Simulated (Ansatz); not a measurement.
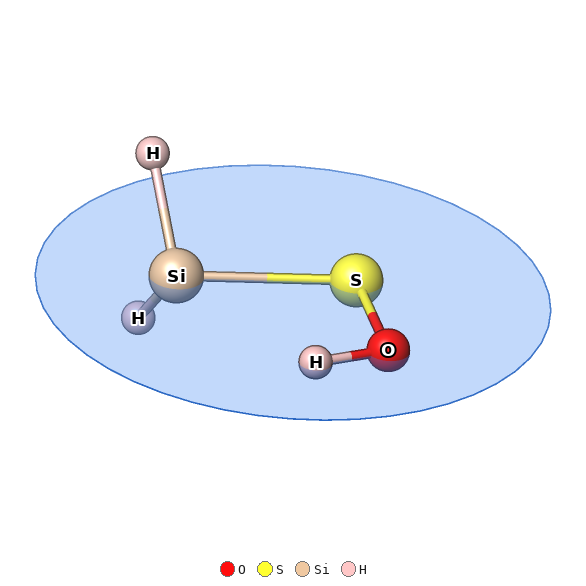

All proper rotation axes (lines) and mirror planes (discs) of the structure are drawn in. Atoms fade into the background with distance from the viewer. State: charge −1, singlet. Computed geometry: PBE0-D4/def2-TZVPD optimisation. No frequency run is at hand to confirm it as a minimum.

Q: Name the symmetry elements and the point group.

A: It has 1 mirror plane. Point group Cs. The group has 2 operations. The geometry is achiral, and symmetry allows a dipole moment.
